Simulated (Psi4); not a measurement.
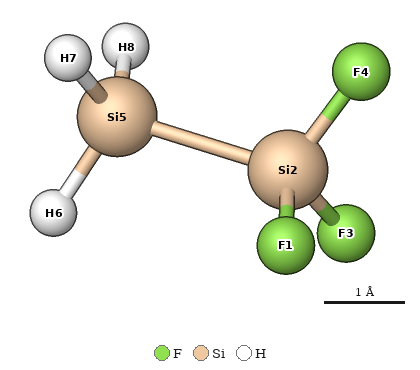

Fig. 1: The structure as given in the input (ball-and-stick view, seen at a tilt; atoms are numbered from 1 in the order of the input). Bond lengths as drawn: F–Si 1.58 Å, H–Si 1.48 Å and Si–Si 2.33 Å.

**Single-point calculation, with input and output: Si$_{2}$H$_{3}$F$_{3}$ (charge −1) (part 1 of 2)**

System: Si$_{2}$H$_{3}$F$_{3}$, charge −1, multiplicity 2.
Method: MN15/pcseg-3, UKS (Psi4 1.11).

The geometry is that of the parent species in another charge or spin state. The geometry comes from this level: PBE0-D4/def2-TZVP.

**The program's output**
```
Psi4 1.11 release

   => Loading Basis Set <=

    Name: PCSEG-3
    Role: ORBITAL
    Keyword: BASIS

         ---------------------------------------------------------
                                   SCF
                              UKS Reference
                        1 Threads,   1525 MiB Core
         ---------------------------------------------------------

  ==> Geometry <==

    Molecular point group: c1
    Full point group: C1

    Geometry (in Angstrom), charge = -1, multiplicity = 2:

       Center              X                  Y                   Z               Mass
    ------------   -----------------  -----------------  -----------------  -----------------
         F            0.937024856689    -0.372617313735     1.417997838146    18.998403162730
         SI           0.160924856689    -0.302617313735     0.041697838146    27.976926534650
         F           -0.852775143311    -1.516617313735     0.021097838146    18.998403162730
         F            1.222124856689    -0.568017313735    -1.100702161854    18.998403162730
         SI          -0.924175143311     1.738282686265    -0.239402161854    27.976926534650
         H           -1.899075143311     1.915782686265     0.865097838146     1.007825032230
         H            0.087124856689     2.823682686265    -0.209602161854     1.007825032230
         H           -1.626775143311     1.728282686265    -1.546302161854     1.007825032230

  Running in c1 symmetry.

  Rotational constants: A =      0.13092  B =      0.06858  C =      0.06858 [cm^-1]
  Rotational constants: A =   3924.81274  B =   2055.94068  C =   2055.92352 [MHz]
  Nuclear repulsion =  316.516510182888112

  Charge       = -1
  Multiplicity = 2
  Electrons    = 59
  Nalpha       = 30
  Nbeta        = 29

  ==> Algorithm <==

  SCF Algorithm Type is DF.
  DIIS enabled.
  MOM disabled.
  Fractional occupation disabled.
  Guess Type is SAD.
  Energy threshold   = 1.00e-06
  Density threshold  = 1.00e-06
  Integral threshold = 1.00e-12

  ==> Primary Basis <==

  Basis Set: PCSEG-3
    Blend: PCSEG-3
    Number of shells: 117
    Number of basis functions: 407
    Number of Cartesian functions: 502
    Spherical Harmonics?: true
    Max angular momentum: 4

  ==> DFT Potential <==

   => LibXC <=

    Version 7.1.2

   => Composite Functional: MN15 <=

   MN15 Hybrid Meta-GGA Exchange-Correlation Functional

    Deriv               =              1
    GGA                 =           TRUE
    Meta                =           TRUE

    Exchange Hybrid     =           TRUE
    MP2 Hybrid          =          FALSE

   => Exchange Functionals <=

    1.0000   XC_HYB_MGGA_X_MN15

   => Exact (HF) Exchange <=

    0.4400               HF

   => Correlation Functionals <=

    1.0000   XC_MGGA_C_MN15

   => LibXC Density Thresholds  <==

    XC_MGGA_C_MN15:  1.00E-15
    XC_HYB_MGGA_X_MN15:  1.00E-15

   => Molecular Quadrature <=

    Radial Scheme          =       TREUTLER
    Pruning Scheme         =           NONE
    Nuclear Scheme         =       TREUTLER

    Blocking Scheme        =         OCTREE
    BS radius alpha        =              1
    Pruning alpha          =              1
    Radial Points          =             99
    Spherical Points       =            590
    Total Points           =         448048
    Total Blocks           =           3191
    Max Points             =            256
    Max Functions          =            364
    Weights Tolerance      =       1.00E-15

   => Loading Basis Set <=

    Name: (PCSEG-3 AUX)
    Role: JKFIT
    Keyword: DF_BASIS_SCF

  ==> Integral Setup <==

  DFHelper Memory: AOs need 0.620 GiB; user supplied 0.620 GiB.
  SCF_SUBTYPE=INCORE selected. In-core MEM_DF algorithm will be used.
  Using in-core AOs.

  ==> MemDFJK: Density-Fitted J/K Matrices <==

    J tasked:                   Yes
    K tasked:                   Yes
    wK tasked:                   No
    Memory [MiB]:               634
    Algorithm:                 Core
    Schwarz Cutoff:           1E-12
    Mask sparsity (%):      12.6871
    Fitting Condition:        1E-10

   => Auxiliary Basis Set <=

  Basis Set: (PCSEG-3 AUX)
    Blend: DEF2-UNIVERSAL-JKFIT
    Number of shells: 169
    Number of basis functions: 541
    Number of Cartesian functions: 649
    Spherical Harmonics?: true
    Max angular momentum: 4

  Cached 6.7% of DFT collocation blocks in 0.497 [GiB].

  Minimum eigenvalue in the overlap matrix is 1.1073581746E-04.
  Reciprocal condition number of the overlap matrix is 1.3206813860E-05.
    Using symmetric orthogonalization.

  ==> Pre-Iterations <==

  SCF Guess: Superposition of Atomic Densities via on-the-fly atomic UHF (no occupation information).

   -------------------------
    Irrep   Nso     Nmo
   -------------------------
     A        407     407
   -------------------------
    Total     407     407
   -------------------------

  ==> Iterations <==

                           Total Energy        Delta E     RMS |[F,P]|

   @DF-UKS iter SAD:  -879.55207975354892   -8.79552e+02   0.00000e+00
   @DF-UKS iter   1:  -880.03621211381210   -4.84132e-01   1.95560e-03 ADIIS/DIIS
   @DF-UKS iter   2:  -880.02814296939539    8.06914e-03   2.35108e-03 ADIIS/DIIS
   @DF-UKS iter   3:  -880.27412301750599   -2.45980e-01   2.47580e-04 ADIIS/DIIS
   @DF-UKS iter   4:  -880.27864507476033   -4.52206e-03   5.60562e-05 DIIS
   @DF-UKS iter   5:  -880.27911613041749   -4.71056e-04   1.98065e-05 DIIS
   @DF-UKS iter   6:  -880.27925955736225   -1.43427e-04   9.12320e-06 DIIS
   @DF-UKS iter   7:  -880.27933374612610   -7.41888e-05   7.43995e-06 DIIS
   @DF-UKS iter   8:  -880.27938794803083   -5.42019e-05   5.29613e-06 DIIS
   @DF-UKS iter   9:  -880.27943811633440   -5.01683e-05   4.54405e-06 DIIS
   @DF-UKS iter  10:  -880.27949702843796   -5.89121e-05   4.02547e-06 DIIS
   @DF-UKS iter  11:  -880.27959458707608   -9.75586e-05   3.28012e-06 DIIS
   @DF-UKS iter  12:  -880.27965722721171   -6.26401e-05   2.72888e-06 DIIS
   @DF-UKS iter  13:  -880.27970393285102   -4.67056e-05   2.48963e-06 DIIS
   @DF-UKS iter  14:  -880.27973824336311   -3.43105e-05   2.27473e-06 DIIS
   @DF-UKS iter  15:  -880.27975798317686   -1.97398e-05   2.07966e-06 DIIS
   @DF-UKS iter  16:  -880.27977889358374   -2.09104e-05   2.18513e-06 DIIS
   @DF-UKS iter  17:  -880.27978450587864   -5.61229e-06   2.07402e-06 DIIS
   @DF-UKS iter  18:  -880.27978823006958   -3.72419e-06   2.07671e-06 DIIS
   @DF-UKS iter  19:  -880.27978453953313    3.69054e-06   2.05746e-06 DIIS
   @DF-UKS iter  20:  -880.27975149796634    3.30416e-05   1.89159e-06 DIIS
   @DF-UKS iter  21:  -880.27970632077211    4.51772e-05   2.14038e-06 DIIS
   @DF-UKS iter  22:  -880.27970372416735    2.59660e-06   1.99058e-06 DIIS
   @DF-UKS iter  23:  -880.27969480709714    8.91707e-06   1.98368e-06 DIIS
   @DF-UKS iter  24:  -880.27967244505123    2.23620e-05   1.78124e-06 DIIS
   @DF-UKS iter  25:  -880.27966170474735    1.07403e-05   1.42807e-06 DIIS
   @DF-UKS iter  26:  -880.27966023297745    1.47177e-06   1.20776e-06 DIIS
   @DF-UKS iter  27:  -880.27966148020494   -1.24723e-06   2.51029e-06 DIIS
   @DF-UKS iter  28:  -880.27966289947142   -1.41927e-06   8.22843e-07 DIIS
   @DF-UKS iter  29:  -880.27966192136864    9.78103e-07   4.93598e-07 DIIS
  Energy and wave function converged.

  ==> Post-Iterations <==

   Electrons on quadrature grid:
      Nalpha   =   30.0000004169 ; deviation = 4.169e-07
      Nbeta    =   29.0000005847 ; deviation = 5.847e-07
      Ntotal   =   59.0000010016 ; deviation = 1.002e-06

   @Spin Contamination Metric:   1.903514788E-03
   @S^2 Expected:                7.500000000E-01
   @S^2 Observed:                7.519035148E-01
   @S   Expected:                5.000000000E-01
   @S   Observed:                5.000000000E-01

    Orbital Energies [Eh]
    ---------------------

    Alpha Occupied:

       1A    -65.186668     2A    -65.113129     3A    -24.132573
       4A    -24.123678     5A    -24.123545     6A     -5.052637
       7A     -4.988394     8A     -3.579019     9A     -3.577732
      10A     -3.575091    11A     -3.512420    12A     -3.511843
      13A     -3.511436    14A     -1.095602    15A     -1.068035
      16A     -1.062688    17A     -0.471882    18A     -0.413261
      19A     -0.407455    20A     -0.404744    21A     -0.370048
      22A     -0.358989    23A     -0.356751    24A     -0.333538
      25A     -0.329492    26A     -0.314787    27A     -0.222888
      28A     -0.222544    29A     -0.174579    30A      0.090556

    Alpha Virtual:

      31A      0.163113    32A      0.177908    33A      0.187638
      34A      0.198923    35A      0.201914    36A      0.217793
      37A      0.218031    38A      0.222555    39A      0.263041
      40A      0.276377    41A      0.282138    42A      0.333012
      43A      0.337195    44A      0.345259    45A      0.349393
      46A      0.394487    47A      0.396059    48A      0.409079
      49A      0.418356    50A      0.424980    51A      0.438242
      52A      0.455669    53A      0.479075    54A      0.488686
      55A      0.492814    56A      0.526502    57A      0.546888
      58A      0.550857    59A      0.556752    60A      0.557829
      61A      0.562484    62A      0.587333    63A      0.589524
      64A      0.597294    65A      0.632521    66A      0.632576
      67A      0.658167    68A      0.676124    69A      0.692385
      70A      0.693490    71A      0.727470    72A      0.740295
      73A      0.749735    74A      0.767944    75A      0.779362
      76A      0.807233    77A      0.817583    78A      0.833361
      79A      0.883911    80A      0.885507    81A      0.913991
      82A      0.968924    83A      1.070446    84A      1.071844
      85A      1.074951    86A      1.091236    87A      1.128042
      88A      1.132735    89A      1.152212    90A      1.153474
      91A      1.192171    92A      1.194074    93A      1.211121
      94A      1.219666    95A      1.226532    96A      1.260587
      97A      1.279706    98A      1.283714    99A      1.295119
     100A      1.295311   101A      1.329093   102A      1.340034
     103A      1.345989   104A      1.346824   105A      1.357623
     106A      1.359627   107A      1.373853   108A      1.382027
     109A      1.404514   110A      1.409578   111A      1.413328
     112A      1.430996   113A      1.435811   114A      1.442059
     115A      1.508898   116A      1.518571   117A      1.531282
     118A      1.556254   119A      1.558453   120A      1.571853
     121A      1.573862   122A      1.586277   123A      1.611286
     124A      1.647625   125A      1.727677   126A      1.736919
     127A      1.758620   128A      1.849226   129A      1.855816
     130A      1.871372   131A      1.882960   132A      1.890194
     133A      1.933026   134A      1.941038   135A      1.966278
     136A      1.974290   137A      1.989656   138A      2.040321
     139A      2.044349   140A      2.069733   141A      2.126687
     142A      2.129443   143A      2.153403   144A      2.187170
     145A      2.195925   146A      2.202468   147A      2.233730
     148A      2.239214   149A      2.243977   150A      2.297251
     151A      2.314219   152A      2.326076   153A      2.332829
     154A      2.409320   155A      2.504215   156A      2.567839
     157A      2.589600   158A      2.658835   159A      2.664289
     160A      2.669598   161A      2.677139   162A      2.739020
     163A      2.749930   164A      2.755429   165A      2.801516
     166A      2.812726   167A      2.813831   168A      2.822645
     169A      2.882280   170A      2.884505   171A      2.918119
     172A      2.923432   173A      3.040245   174A      3.043338
     175A      3.047394   176A      3.148875   177A      3.171554
     178A      3.175988   179A      3.180964   180A      3.199770
     181A      3.200992   182A      3.213003   183A      3.322131
     184A      3.333194   185A      3.337022   186A      3.399848
     187A      3.402162   188A      3.420534   189A      3.464682
     190A      3.473865   191A      3.581735   192A      3.585152
     193A      3.673045   194A      3.687177   195A      3.723834
     196A      3.725664   197A      3.743467   198A      3.784638
     199A      3.806386   200A      3.842617   201A      3.852991
     202A      3.853332   203A      3.856173   204A      3.873296
     205A      3.876486   206A      3.878132   207A      3.897799
     208A      3.898562   209A      3.957845   210A      3.966749
     211A      4.000997   212A      4.139450   213A      4.183812
     214A      4.184847   215A      4.187096   216A      4.260715
     217A      4.263781   218A      4.299977   219A      4.302269
     220A      4.304640   221A      4.305841   222A      4.357889
     223A      4.359643   224A      4.384103   225A      4.385112
     226A      4.388279   227A      4.433691   228A      4.438251
     229A      4.442430   230A      4.492582   231A      4.537906
     232A      4.547473   233A      4.551094   234A      4.569765
     235A      4.578201   236A      4.583174   237A      4.671432
     238A      4.676751   239A      4.684112   240A      4.684915
     241A      4.735002   242A      4.746105   243A      4.853967
     244A      4.876569   245A      4.915709   246A      4.947991
     247A      5.004821   248A      5.015772   249A      5.041251
     250A      5.073197   251A      5.100220   252A      5.168298
     253A      5.202454   254A      5.205206   255A      5.284353
     256A      5.312181   257A      5.315651   258A      5.357597
     259A      5.366765   260A      5.371117   261A      5.457024
     262A      5.460549   263A      5.515618   264A      5.618745
     265A      5.636408   266A      5.651772   267A      5.895683
     268A      6.247375   269A      6.259597   270A      7.399729
     271A      7.409836   272A      7.461612   273A      7.492763
     274A      7.528220   275A      7.541432   276A      7.590008
     277A      7.593637   278A      7.600302   279A      7.615061
     280A      7.710591   281A      7.737406   282A      7.758905
     283A      7.818572   284A      7.847162   285A      8.154250
     286A      8.162493   287A      8.164533   288A      8.178295
     289A      8.179658   290A      8.183061   291A      8.184270
     292A      8.192807   293A      8.194079   294A      8.194262
     295A      8.194766   296A      8.221880   297A      8.253311
     298A      8.287365   299A      8.297500   300A      8.298385
     301A      8.334400   302A      8.334674   303A      8.365578
     304A      8.370008   305A      8.384923   306A      8.394856
     307A      8.402507   308A      8.405800   309A      8.428304
     310A      8.430583   311A      8.447458   312A      8.487488
     313A      8.518624   314A      8.521910   315A      8.574153
```
